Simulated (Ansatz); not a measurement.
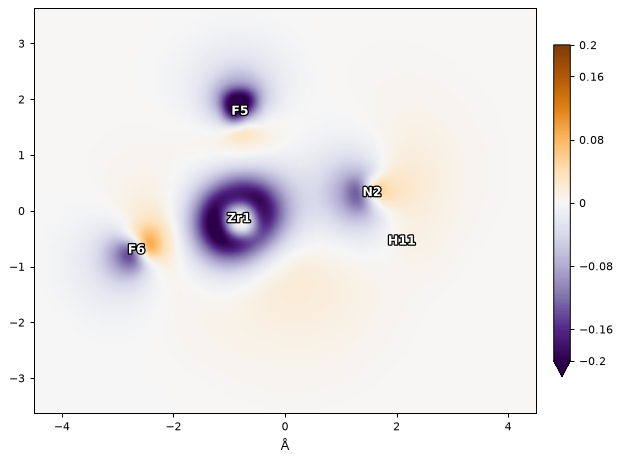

Figure. F$_{2}$H$_{6}$N$_{2}$Zr. The HOMO−1 on the plane of atoms Zr1, N2 and H11 (values in Å⁻³ᐟ²; the overall sign is arbitrary).

Core potentials replace the inner electrons of Zr.

Theory: RKS r2SCAN-D4/def2-SVP in Ansatz 0.2.0.

```xyz
11

Zr   -0.4486    0.2487   -0.1914
N    -0.1997   -0.3813    2.1503
H     0.4074   -1.1783    2.3560
H     0.1937    0.4173    2.6536
F     1.4457    0.5247    0.0888
F    -0.8522    0.8599   -1.9671
N    -1.2619   -1.6237   -0.2900
H    -1.7577   -1.9175   -1.1343
H    -1.1204   -2.4532    0.2839
H    -1.5814    1.4242    0.7517
H    -1.1112   -0.5694    2.5717
```

What is the character of this orbital?

Answer. By Hirshfeld shares it lies mainly on Zr1 (about 35 %), H10 (about 35 %) and N7 (about 25 %). Its energy is −6.63 eV.
